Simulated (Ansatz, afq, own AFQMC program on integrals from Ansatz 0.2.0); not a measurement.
# NHO (singlet): AFQMC on the coupled-cluster ladder at distance N1–O2 = 1.471 Å, cc-pVDZ, part 2 of 2

Ansatz 0.2.0, Gaussian basis, and an in-house AFQMC program (afq) on its integrals; all values are calculated; cc-pVDZ, frozen cores. The steps go on from the part before.

## 12. Phaseless AFQMC, CISD trial on RHF (settings varied)

It reads the integrals that the CCSD(T) run on this determinant wrote.

On the command line:

```bash
afq ham --method phaseless --trial cisd --walkers 20 --populations 1 --least-time 40 --time-step 0.02 --steps-per-block 50 --equilibration-blocks 10 --max-blocks 40 --target-error 0.00084 --factor-cut 1e-05 --seed 9927 --taylor-order 8
```

Log:

```text
orbitals 31  electrons 6 6  factors 225 of 315
reference energy -129.70032125 Eh
CCSD correlation -0.40299042 Eh in 13 cycles, weight of the determinant in the CISD state 0.8259
energy of the start -130.103312 Eh
 block  time / (1/Eh)  mean weight  energy / Eh
     1     1.000  0.9831  -130.099834
     2     2.000  0.9962  -130.115070
     3     3.000  1.0074  -130.168513
     4     4.000  1.0004  -130.124473
     5     5.000  0.9904  -130.105928
     6     6.000  0.9982  -130.121731
     7     7.000  1.0124  -130.111071
     8     8.000  0.9988  -130.100205
     9     9.000  0.9970  -130.113818
    10    10.000  0.9673  -130.102665
    11    11.000  0.9954  -130.122879
    12    12.000  0.9912  -130.140288
    13    13.000  1.0054  -130.160624
    14    14.000  1.0250  -130.125769
    15    15.000  0.9737  -130.111286
    16    16.000  1.0130  -130.094939
    17    17.000  1.0097  -130.093238
    18    18.000  0.9806  -130.118047
    19    19.000  1.0179  -130.126103
    20    20.000  0.9742  -130.121736
    21    21.000  1.0066  -130.109972
    22    22.000  1.0087  -130.144275
    23    23.000  0.9670  -130.137582
    24    24.000  0.9924  -130.128381
    25    25.000  1.0011  -130.257270
    26    26.000  1.0072  -130.123935
    27    27.000  1.0021  -130.117558
    28    28.000  1.0180  -130.111229
    29    29.000  1.0135  -130.139409
    30    30.000  0.9711  -130.118042
    31    31.000  0.9925  -130.102913
    32    32.000  0.9943  -130.212640
    33    33.000  0.9889  -130.133398
    34    34.000  0.9895  -130.103619
    35    35.000  1.0055  -130.181708
    36    36.000  1.0220  -130.121761
    37    37.000  1.0034  -130.114463
    38    38.000  0.9774  -130.130633
    39    39.000  1.0290  -130.111258
    40    40.000  1.0027  -130.146033
    41    41.000  1.0001  -130.110858
    42    42.000  1.0150  -130.120336
    43    43.000  0.9957  -130.113469
    44    44.000  1.0030  -130.103545
    45    45.000  1.0105  -130.110720
    46    46.000  1.0157  -130.115417
    47    47.000  1.0181  -130.096929
    48    48.000  0.9906  -130.134154
    49    49.000  1.0123  -130.122126
    50    50.000  0.9830  -130.121503
blocks merged  error / Eh  count
     1  0.004860  40
     2  0.004596  20
     4  0.005221  10
energy -130.127711 +/- 0.004860 Eh
```

Run time: 6.5 s. Hardware: 1 thread of Arm Neoverse V1, shared host.

Energy -3540.9554 ± 0.1323 eV. The run doesn't count as converged. Caveats: constraint bias not in the error; error not settled; error above the target; other roots.

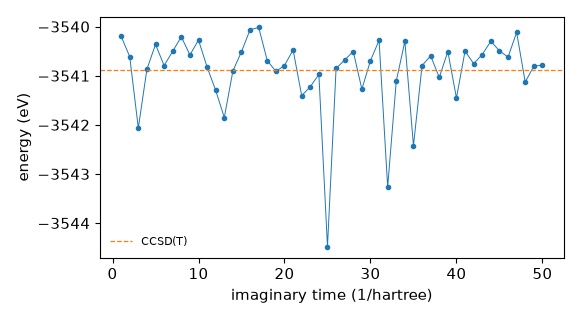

Block energies along the walk.

## 13. Free-projection AFQMC, CISD trial on RHF (settings varied)

It reads the integrals that the CCSD(T) run on this determinant wrote.

On the command line:

```bash
afq ham --method free --trial cisd --walkers 20 --time-step 0.01 --max-blocks 18 --target-error 0.00084 --factor-cut 1e-05 --seed 3434 --times 0.0,0.4,0.8,1.6,2.4 --taylor-order 10
```

Log:

```text
orbitals 31  electrons 6 6  factors 225 of 315
reference energy -129.70032125 Eh
CCSD correlation -0.40299042 Eh in 13 cycles, weight of the determinant in the CISD state 0.8259
repeat  energy at the last time / Eh  error
    10  -130.141274  0.010277
time / (1/Eh)  energy / Eh  error  mean overlap
  0.00  -130.099427  0.002360  1.1960
  0.40  -130.116474  0.002716  1.2003
  0.80  -130.120223  0.003148  1.2339
  1.60  -130.130122  0.004562  1.1339
  2.40  -130.140257  0.007976  1.0020
energy -130.140257 +/- 0.007976 Eh
```

Wall time 7.7 s (1 thread of Arm Neoverse V1, shared host).

Energy -3541.2968 ± 0.2170 eV. The run doesn't count as converged. Caveats: remainder of the start not in the error; error above the target; other roots.

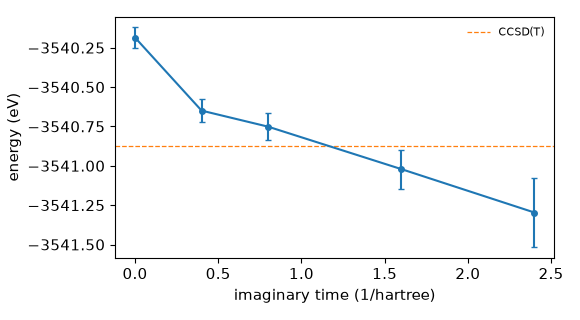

Energy against projection time, with error bars.

## 14. UHF

Input file in.yaml:

```yaml
crystal:
  periodic: [false, false, false]
  atoms:
    - {symbol: N, position_ang: [0.000000, -0.158388, 0.731445]}
    - {symbol: O, position_ang: [0.000000, 0.089809, -0.718465]}
    - {symbol: H, position_ang: [0.000000, 0.775436, 1.240046]}
basis:
  gaussian: {orbitals: cc-pVDZ}
magnetization: {spin_polarized: true, initial_magnetization: 0}
hamiltonian: {xc: hf}
output: {orbitals: {seedname: orbitals}}
```

On the command line:

```bash
ansatz run in.yaml --threads 1 --pin off --events-out ev --progress --plain --max-ram 1382MiB
```

Log, cut to the lines that bear on the results:

```text
Functional definition: HF
  name "HF"
  cite "Fock, Z. Phys. 61, 126 (1930) doi:10.1007/BF01340294"
  parent pbe
[...]
315 factors; integrals over basis functions are off by at most 6.9e-4 eV
[...]
mean field -3531.13193011 eV, -129.7667049443 hartree, gradient 5.3e-6 eV, S^2 0.869049; 7 other end points of the search recorded, 0 dependent functions left out
reference -3531.13193011 eV, -129.7667049443 hartree; 8, 8 occupied and 25, 25 virtual orbitals, 315 factors
Total energy: -3531.13193011 eV, -129.7667049443 hartree
```

It took 0.51 s on 1 thread of Arm Neoverse V1, shared host.

From the report: ⟨S²⟩ of the determinant 0.869 (pure singlet: 0.00). The determinant is far from a pure spin state, so its energy mixes those of several spin states (harmless only where they are near-degenerate, as at dissociation).

## 15. CCSD(T) on UHF

Changes to in.yaml since step 14:

```diff
@@ -9,3 +9,2 @@
 magnetization: {spin_polarized: true, initial_magnetization: 0}
-hamiltonian: {xc: hf}
-output: {orbitals: {seedname: orbitals}}
+correlation: {method: ccsd_t, electrons: outside_noble_gas, hamiltonian_folder: ham}
```

Launched as before.

Log, cut to the lines that bear on the results:

```text
Functional definition: HF
  name "HF"
  cite "Fock, Z. Phys. 61, 126 (1930) doi:10.1007/BF01340294"
  parent pbe
[...]
315 factors; integrals over basis functions are off by at most 6.9e-4 eV
[...]
mean field -3531.13193011 eV, -129.7667049443 hartree, gradient 2.4e-6 eV, S^2 0.869050; 15 other end points of the search recorded, 0 dependent functions left out
determinant -3531.13193011 eV, -129.7667049443 hartree, with singles and doubles -3540.14761425 eV, -130.0980252255 hartree
determinant -3531.05461195 eV, -129.7638635546 hartree, with singles and doubles -3539.73171956 eV, -130.0827413776 hartree
determinant -3528.99043509 eV, -129.6880064541 hartree, with singles and doubles -3539.11646381 eV, -130.0601311459 hartree
determinant -3528.00737200 eV, -129.6518795519 hartree, with singles and doubles -3536.61395199 eV, -129.9681655326 hartree
determinant -3531.13193011 eV, -129.7667049443 hartree, with singles and doubles -3540.29191139 eV, -130.1033280474 hartree
determinant -3531.05461195 eV, -129.7638635546 hartree, with singles and doubles -3539.75386431 eV, -130.0835551822 hartree
determinant -3529.32553786 eV, -129.7003212535 hartree, with singles and doubles -3540.29381129 eV, -130.1033978677 hartree
2 core orbitals not correlated: weight in the atoms' cores, before any rotation towards them, 1.000 or more for the frozen orbitals, at most 0.000 for the correlated occupied ones
reference -3531.13193011 eV, -129.7667049443 hartree; 6, 6 occupied and 25, 25 virtual orbitals, 315 factors
second order -7.75210459 eV of doubles, -0.00000000 eV of singles
cycle   1  -9.15998189 eV  change   -6.1e-7 eV  update   2.5e-6
perturbative correction -0.43125638 eV, -0.0158483798 hartree
Total energy: -3540.72316838 eV, -130.1191764496 hartree
```

Run time: 3.4 s. Hardware: 1 thread of Arm Neoverse V1, shared host.

From the report: ⟨S²⟩ of the determinant 0.869 (pure singlet: 0.00); correlation -9.5912 eV; T1 0.085; largest double amplitude 0.27. The determinant is far from a pure spin state, so its energy mixes those of several spin states (harmless only where they are near-degenerate, as at dissociation).

This run also writes the integrals to the folder ham.

## 16. CCSDT(Q) on UHF

Changes to in.yaml since step 15:

```diff
@@ -9,2 +9,2 @@
 magnetization: {spin_polarized: true, initial_magnetization: 0}
-correlation: {method: ccsd_t, electrons: outside_noble_gas, hamiltonian_folder: ham}
+correlation: {method: ccsdt_q, electrons: outside_noble_gas}
```

The command is unchanged.

Log, cut to the lines that bear on the results:

```text
Functional definition: HF
  name "HF"
  cite "Fock, Z. Phys. 61, 126 (1930) doi:10.1007/BF01340294"
  parent pbe
[...]
568 factors; integrals over basis functions are off by at most 1.3e-7 eV
[...]
mean field -3531.13195577 eV, -129.7667058875 hartree, gradient 1.9e-9 eV, S^2 0.869051; 15 other end points of the search recorded, 0 dependent functions left out
determinant -3531.13195577 eV, -129.7667058875 hartree, with singles and doubles -3540.14763799 eV, -130.0980260977 hartree
determinant -3531.05465080 eV, -129.7638649822 hartree, with singles and doubles -3539.73176229 eV, -130.0827429478 hartree
determinant -3528.99048018 eV, -129.6880081108 hartree, with singles and doubles -3539.11651690 eV, -130.0601330968 hartree
determinant -3528.00741178 eV, -129.6518810134 hartree, with singles and doubles -3536.61399499 eV, -129.9681671127 hartree
determinant -3531.13195577 eV, -129.7667058875 hartree, with singles and doubles -3540.29193499 eV, -130.1033289149 hartree
determinant -3531.05465080 eV, -129.7638649822 hartree, with singles and doubles -3539.75390774 eV, -130.0835567779 hartree
determinant -3529.32554730 eV, -129.7003216005 hartree, with singles and doubles -3540.29383546 eV, -130.1033987556 hartree
2 core orbitals not correlated: weight in the atoms' cores, before any rotation towards them, 1.000 or more for the frozen orbitals, at most 0.000 for the correlated occupied ones
reference -3531.13195577 eV, -129.7667058875 hartree; 6, 6 occupied and 25, 25 virtual orbitals, 568 factors
second order -7.75212136 eV of doubles, -0.00000000 eV of singles
cycle   1  -8.19111952 eV  change   -4.4e-1 eV  update   1.0e-1
[...]
cycle  31  -9.73384083 eV  change    5.4e-8 eV  update   1.1e-7
perturbative correction -0.11595975 eV, -0.0042614421 hartree
Total energy: -3540.98175636 eV, -130.1286793824 hartree
```

Run time: 21 s. Hardware: 1 thread of Arm Neoverse V1, shared host; peak memory 0.27 GiB.

From the report: ⟨S²⟩ of the determinant 0.869 (pure singlet: 0.00); correlation -9.8498 eV; T1 0.109; largest double amplitude 0.42. The determinant is far from a pure spin state, so its energy mixes those of several spin states (harmless only where they are near-degenerate, as at dissociation).

## 17. Phaseless AFQMC, CISD trial on UHF

It reads the integrals that the CCSD(T) run on this determinant wrote.

On the command line:

```bash
afq ham --method phaseless --trial cisd --walkers 90 --populations 1 --least-time 40 --time-step 0.005 --steps-per-block 50 --equilibration-blocks 28 --max-blocks 300 --target-error 0.00042 --factor-cut 1e-05 --start spin_pure --seed 8252 --release-times 0.24,0.51,0.99,1.62,2.4 --release-step 0.03 --release-every 4 --taylor-order 6
```

Log:

```text
orbitals 31  electrons 6 6  factors 225 of 315
reference energy -129.76670494 Eh
CCSD correlation -0.33662281 Eh in 18 cycles, weight of the determinant in the CISD state 0.6940
energy of the start -130.020430 Eh
 block  time / (1/Eh)  mean weight  energy / Eh
     1     0.250  1.0012  -130.074072
     2     0.500  1.0008  -130.109610
     3     0.750  0.9985  -130.112874
     4     1.000  1.0011  -130.123613
     5     1.250  0.9972  -130.121590
     6     1.500  0.9999  -130.111071
     7     1.750  1.0010  -130.123315
     8     2.000  0.9997  -130.137405
     9     2.250  0.9993  -130.126272
    10     2.500  0.9976  -130.134577
    17     4.250  0.9966  -130.123774
    25     6.250  0.9974  -130.126109
    33     8.250  0.9989  -130.127987
    41    10.250  1.0000  -130.162080
    49    12.250  0.9932  -130.151660
    57    14.250  1.0010  -130.123784
    65    16.250  1.0010  -130.119982
    73    18.250  1.0004  -130.127858
    81    20.250  0.9989  -130.126450
    89    22.250  0.9969  -130.130043
    97    24.250  1.0002  -130.126427
   105    26.250  0.9978  -130.135872
   113    28.250  0.9978  -130.116313
   121    30.250  0.9979  -130.107810
   129    32.250  1.0029  -130.127783
   137    34.250  0.9981  -130.155145
   145    36.250  1.0024  -130.151326
   153    38.250  0.9888  -130.136390
   161    40.250  1.0000  -130.129526
   169    42.250  1.0036  -130.121744
   177    44.250  1.0014  -130.106000
   185    46.250  1.0014  -130.120804
   193    48.250  1.0009  -130.135735
   201    50.250  0.9997  -130.114756
   209    52.250  0.9986  -130.135862
   217    54.250  0.9946  -130.116536
   225    56.250  1.0017  -130.110858
   233    58.250  0.9892  -130.121943
   241    60.250  1.0011  -130.118875
   249    62.250  1.0012  -130.121833
   257    64.250  1.0023  -130.116278
   265    66.250  1.0010  -130.125018
   273    68.250  0.9988  -130.112409
   281    70.250  0.9997  -130.113352
   289    72.250  1.0026  -130.116995
   297    74.250  0.9991  -130.131886
   305    76.250  0.9988  -130.120301
   313    78.250  0.9981  -130.126905
   321    80.250  0.9979  -130.119637
blocks merged  error / Eh  count
     1  0.000668  300
     2  0.000789  150
     4  0.000888  75
     8  0.000918  37
    16  0.001095  18
    32  0.000986  9
released: time / (1/Eh)  energy / Eh  error  mean overlap
  0.24  -130.126426  0.001201  0.9964
  0.51  -130.127407  0.001288  1.0010
  0.99  -130.126857  0.001509  1.0188
  1.62  -130.123549  0.002084  1.0390
  2.40  -130.130338  0.002651  1.0295
energy -130.124940 +/- 0.001095 Eh
```

Wall time 7.9 min (1 thread of Arm Neoverse V1, shared host).

Energy -3540.8800 ± 0.0298 eV. Caveats: constraint bias not in the error; error above the target.

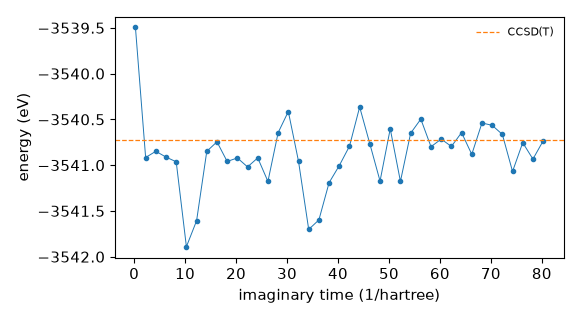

Block energies along the walk.

## 18. Phaseless AFQMC, CISD trial on UHF (settings varied)

It reads the integrals that the CCSD(T) run on this determinant wrote.

On the command line:

```bash
afq ham --method phaseless --trial cisd --walkers 20 --populations 1 --least-time 40 --time-step 0.02 --steps-per-block 50 --equilibration-blocks 10 --max-blocks 40 --target-error 0.00084 --factor-cut 1e-05 --start determinant --seed 9927 --taylor-order 8
```

Log:

```text
orbitals 31  electrons 6 6  factors 225 of 315
reference energy -129.76670494 Eh
CCSD correlation -0.33662281 Eh in 18 cycles, weight of the determinant in the CISD state 0.6940
energy of the start -130.103328 Eh
 block  time / (1/Eh)  mean weight  energy / Eh
     1     1.000  0.9850  -130.101023
     2     2.000  0.9992  -130.102907
     3     3.000  1.0051  -130.116841
     4     4.000  1.0049  -130.114155
     5     5.000  1.0058  -130.104727
     6     6.000  0.9968  -130.118691
     7     7.000  1.0126  -130.119133
     8     8.000  0.9990  -130.100314
     9     9.000  0.9930  -130.107298
    10    10.000  0.9700  -130.099334
    11    11.000  0.9969  -130.115909
    12    12.000  0.9822  -130.141133
    13    13.000  1.0030  -130.154295
    14    14.000  1.0200  -130.127223
    15    15.000  0.9702  -130.116190
    16    16.000  1.0118  -130.134248
    17    17.000  1.0067  -130.110492
    18    18.000  0.9807  -130.120210
    19    19.000  1.0127  -130.116722
    20    20.000  0.9755  -130.124762
    21    21.000  0.9983  -130.095895
    22    22.000  1.0007  -130.141152
    23    23.000  0.9718  -130.120375
    24    24.000  0.9885  -130.163269
    25    25.000  1.0002  -130.198548
    26    26.000  1.0046  -130.125212
    27    27.000  1.0002  -130.133210
    28    28.000  1.0146  -130.114364
    29    29.000  1.0068  -130.120174
    30    30.000  0.9756  -130.127196
    31    31.000  0.9988  -130.116986
    32    32.000  1.0262  -130.175427
    33    33.000  0.9823  -130.117712
    34    34.000  0.9878  -130.131324
    35    35.000  0.9427  -130.090634
    36    36.000  0.9960  -130.130078
    37    37.000  1.0086  -130.098648
    38    38.000  0.9989  -130.129375
    39    39.000  1.0167  -130.123152
    40    40.000  0.9965  -130.119061
    41    41.000  1.0007  -130.133690
    42    42.000  0.9941  -130.163279
    43    43.000  0.9960  -130.137300
    44    44.000  1.0104  -130.124774
    45    45.000  1.0116  -130.109500
    46    46.000  1.0250  -130.126141
    47    47.000  1.0150  -130.119319
    48    48.000  0.9988  -130.118594
    49    49.000  1.0171  -130.095849
    50    50.000  0.9892  -130.129777
blocks merged  error / Eh  count
     1  0.003323  40
     2  0.003072  20
     4  0.003752  10
energy -130.127326 +/- 0.003323 Eh
```

Wall time 12 s (1 thread of Arm Neoverse V1, shared host).

Energy -3540.9449 ± 0.0904 eV. The run doesn't count as converged. Caveats: constraint bias not in the error; error not settled; error above the target.

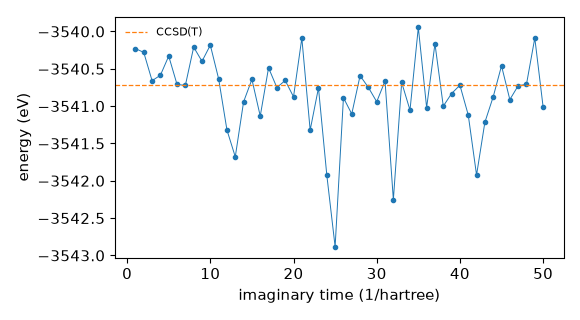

Block energies along the walk.

## 19. All levels side by side

On the RHF determinant, counted from CCSDT(Q) (a yardstick, not exact):

```
                                              level  energy (eV)  from CCSDT(Q) (kcal/mol)  statistical error (kcal/mol)     time
                                                 HF   -3529.3255                   +268.57                                       
                                                MP2   -3540.3345                    +14.70                                       
                                               CCSD   -3540.2915                    +15.69                                       
                                            CCSD(T)   -3540.8768                     +2.19                                       
                                           CCSDT(Q)   -3540.9718                      0.00                                       
Phaseless AFQMC, CISD trial, step 0.005, 90 walkers   -3540.8430                     +2.97                          0.59  3.8 min
```

On the UHF determinant, counted from CCSDT(Q) (a yardstick, not exact):

```
                                              level  energy (eV)  from CCSDT(Q) (kcal/mol)  statistical error (kcal/mol)     time
                                                 HF   -3531.1319                   +227.14                                       
                                                MP2   -3538.8840                    +48.37                                       
                                               CCSD   -3540.2919                    +15.91                                       
                                            CCSD(T)   -3540.7232                     +5.96                                       
                                           CCSDT(Q)   -3540.9818                      0.00                                       
Phaseless AFQMC, CISD trial, step 0.005, 90 walkers   -3540.8800                     +2.35                          0.69  7.9 min
```

The functionals' totals stand on their own zeros and serve differences with other points: PBE -3545.610 eV; r2SCAN -3547.273 eV; PBE0 -3545.015 eV; B3LYP -3548.991 eV; wB97M-V -3547.747 eV; B2PLYP -3545.646 eV.

## 20. Results

The summary covers parts 1 to 2.

| quantity | value |
| --- | --- |
| CCSD(T) on RHF from CCSDT(Q) | +2.19 kcal/mol |
| Phaseless AFQMC, CISD trial on RHF from CCSDT(Q) | +2.97 ± 0.59 kcal/mol |
| CCSD(T) on UHF from CCSDT(Q) | +5.96 kcal/mol |
| Phaseless AFQMC, CISD trial on UHF from CCSDT(Q) | +2.35 ± 0.69 kcal/mol |

What this shows: On RHF the phaseless walk with the CISD trial lies +2.97 kcal/mol from CCSDT(Q), 5 times its error bar. On UHF the phaseless walk with the CISD trial lies +2.35 kcal/mol from CCSDT(Q), 3 times its error bar. Error bars are statistical and leave out the constraint, the time step and what remains of the start.
